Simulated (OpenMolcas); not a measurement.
# Ti³⁺ among point charges: CASSCF and CASPT2 levels and susceptibility

How does a field of 6 point charges split the states of Ti³⁺, and what χT follows?

Program: OpenMolcas 26.06. Level of theory: state-averaged CASSCF and CASPT2, spin-orbit coupling by RASSI with atomic mean-field integrals. These are calculated values, not measurements, unless marked.

**1. The atom as given**

```
Species                           : Ti³⁺ (titanium, Z = 22, 19 electrons)
Basis                             : ANO-RCC-VDZP [5s4p2d1f], 34 functions
Scalar Hamiltonian                : DKH2, point nucleus
Inactive shells                   : 1s 2s 2p 3s 3p
Active space                      : 1 electron in 5 orbitals (3d)
Some configurations of this space : 3d
Orbitals                          : optimised for each spin and parity, averaged over all roots
```

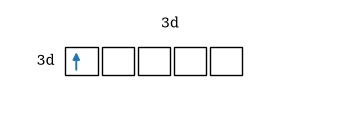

Outer shells as boxes.

The ion sits among 6 point charges of -2.2 e arranged as an octahedron (Oh), 2.12 Å from the ion.

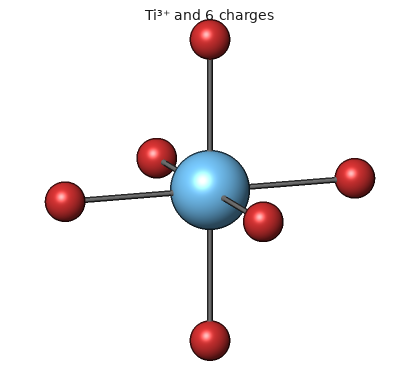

The ion and the point charges (red).

Each step is its own input file, run in one work folder so that later steps find the files of earlier ones. Labels, J, g values, rates, χT and fits are worked out afterwards by a script from the matrices that RASSI stores. The input lists half of the charges; inversion (Group=XYZ) makes the rest.

**2. GATEWAY and SEWARD: basis and integrals**

Contents of a.inp:

```
&GATEWAY
Coord
1

Ti 0.0 0.0 0.0
Basis=ANO-RCC-VDZP
Group=XYZ
NoMove
AngMom=0.0 0.0 0.0
AMFI
XField
3 Angstrom 0
2.120000 0.000000 0.000000 -2.200000
0.000000 2.120000 0.000000 -2.200000
0.000000 0.000000 2.120000 -2.200000
&SEWARD
```

Started as:

```console
$ OMP_NUM_THREADS=1 MOLCAS_MEM=1689 MOLCAS_PROJECT=a pymolcas a.inp > a.log
```

**3. CASSCF: doublets of even parity, 5 roots**

Contents of a.inp:

```
&RASSCF
FileOrb=start.orb
Symmetry=1
Spin=2
nActEl=1 0 0
Inactive=3 6
Ras2=5 0
CIRoot=5 5 1
SDav=5
CIMx=300
Iter=120 100
PrWF=0.3
OrbListing=Nothing
MaxOrb=0
>>> COPY $Project.JobIph JOB001
```

start.orb holds the contracted functions of the basis, ordered by shell, or the orbitals of the step before.

**4. State interaction with spin-orbit coupling**

Contents of a.inp:

```
&RASSI
NrOfJobIphs=1 5
1 2 3 4 5
IphNames
JOB001
EJob
SpinOrbit
DIPRint=1.0
SOCoupling=1000.0
Subsets=2
Property=9
'ANGMOM' 1 'ANGMOM' 2 'ANGMOM' 3 'MLTPL  1' 1 'MLTPL  1' 2 'MLTPL  1' 3
'AMFI' 1 'AMFI' 2 'AMFI' 3
SOProperty=3
'ANGMOM' 1 'ANGMOM' 2 'ANGMOM' 3
```

**5. CASPT2: IPEA 0.25, imaginary shift 0.1 (closed shells correlated: 3s 3p)**

Contents of a.inp:

```
>>> COPY JOB001 $Project.JobIph
&CASPT2
Multistate=5 1 2 3 4 5
NoMult
Frozen=2 3
IPEA=0.25
Imaginary=0.1
MaxIter=60
WThr=0.0 0.3 0.05
PrWF=0.5
NoMix
```

(Steps that only read results are left out.)

What does the calculation give? Wanted: spin-free ground state; first state of the same spin within the active space; lowest level; next level.

The runs gave:

| quantity | value |
| --- | --- |
| method | SS-CASPT2, IPEA 0.25, imaginary shift 0.1 (closed shells correlated: 3s 3p) |
| spin-free ground state | 2T2, 3-fold in its orbital part |
| first state of the same spin within the active space | 2E at 6620 cm⁻¹ |
| lowest level | 4-fold Γ8 |
| next level | 221.8 cm⁻¹ |
| χT at 300 K | 0.46 cm³ K/mol |
| effective moment at 300 K | 1.93 μB |

Cost by method:

```
                                              method  time of its own steps  time with the reference
                                           A. CASSCF                  1.4 s                    1.4 s
B. SS-CASPT2, IPEA 0.25, imaginary shift 0.1, +3s 3p                 0.42 s                    1.8 s
```

Times are of one thread on a shared host.

What this shows: The spin-free ground state (2T2) comes to 100 % from free-ion D terms and keeps the highest spin of the shell. χT at 300 K is 0.46, against 0.38 cm³ K/mol for the spin alone, so orbital moment adds to it. A ligand-field fit to the states below 45000 cm-1 gives 10Dq = 6622 cm-1, the gap between the two states. CASPT2 does not keep the components of a term degenerate, and the means are used. The field of point charges can differ much from that of real complexes. This is an electrostatic model: the charges have no orbitals.
